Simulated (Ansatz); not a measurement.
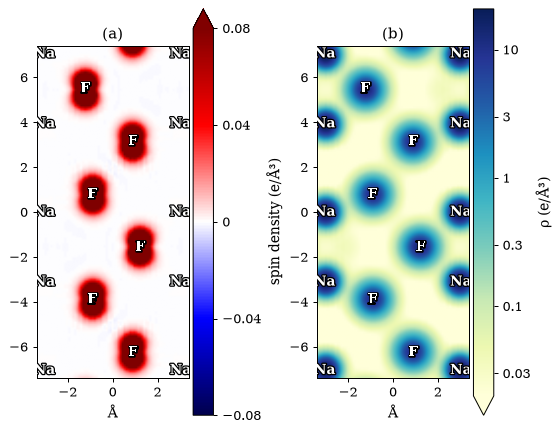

The picture shows: Na$_{2}$F$_{3}$. (a) magnetisation density (up minus down); (b) valence charge density (pseudo) on the (010) plane of the conventional cell.

Space group R-3c; started from the corundum_167 prototype, which need not be the ambient phase; spin-polarised.

Theory: DFT PBE, scalar-relativistic, plane waves, PAW in Ansatz 0.2.0.

The density is the valence pseudo-density of a PAW calculation; it isn't the true density close to the nuclei.

Input

```
crystal:
  lattice:
    - [2.8707309604, 1.6574172927, 5.2251614474]
    - [-2.8707309604, 1.6574172927, 5.2251614474]
    - [0.0, -3.3148345856, 5.2251614474]
  atoms:
    - { symbol: Na, position: [0.85218, 0.85218, 0.85218] }
    - { symbol: Na, position: [0.64782, 0.64782, 0.64782] }
    - { symbol: Na, position: [0.14782, 0.14782, 0.14782] }
    - { symbol: Na, position: [0.35218, 0.35218, 0.35218] }
    - { symbol: F, position: [0.05625, 0.44375, 0.75], spin: 0.35 }
    - { symbol: F, position: [0.75, 0.05625, 0.44375], spin: 0.35 }
    - { symbol: F, position: [0.44375, 0.75, 0.05625], spin: 0.35 }
    - { symbol: F, position: [0.94375, 0.55625, 0.25], spin: 0.35 }
    - { symbol: F, position: [0.25, 0.94375, 0.55625], spin: 0.35 }
    - { symbol: F, position: [0.55625, 0.25, 0.94375], spin: 0.35 }
basis:
  ecutwfc: 420
kpoints:
  mp_grid: { grid: [12, 12, 12] }
hamiltonian:
  xc: pbe
scf:
  occupations: { method: gaussian, width: 0.1 }
output:
  forces: true
  stress: true
  eigenvalues: true
  populations: true
  write_density: true
  write_potential: true
  elf: true
  volumetric_format: npy
magnetization:
  spin_polarized: true
relax:
  adjacent_minimum: "off"
  f_tol: 0.01
  max_steps: 80
  cell: { stress_tol: 0.05 }
```

Run with:

```sh
ansatz run input.yaml --threads 1 --pin off --max-ram 2560MiB --backend cpu --events-out ev --progress --plain --runs-dir out
```

Below, planes, directions and counts refer to the conventional cell (a = 6.06 Å, b = 6.06 Å, c = 14.10 Å, α = 90.00°, β = 90.00°, γ = 120.00°).

The fields are those of the relaxed geometry.

> What do the fields say about this system?

The plane passes through Na and F nuclei. Na–F (2.28 Å): the density is about 0.15 e/Å³ at the midpoint. Na–F (2.38 Å): the density is about 0.11 e/Å³ at the midpoint. Between the atoms the lowest density in this plane is 0.004 e/Å³. The spin density sits on F: +0.3 μB (×18) in one cell of 30 atoms: parallel main moments (a ferromagnetic arrangement) in this solution. The cell of the calculation (10 atoms) carries 2.0 μB of net spin moment.
